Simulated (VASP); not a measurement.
Energy against volume of Ca (fcc). Level of theory: vdW-DF-cx, VASP's PBE PAW potentials (set 64) (plane waves; VASP).

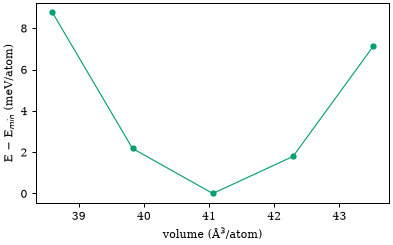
Fig. 1. Energy against volume

Task: Estimate the equilibrium volume and the bulk modulus.

Result: The minimum lies near 41.1 Å³/atom, and the curvature gives B0 of about 17 GPa.

Measured: a 5.553 Å at 0 K (computed value off by -1.4 %), as given by Gábor I. Csonka et al., Physical Review B (2009), arXiv:0903.4037 [low-temperature or extrapolated to 0 K; zero-point anharmonic expansion removed].

The compound is Ca in the fcc structure. It was relaxed first, which changed the volume by -5 %.
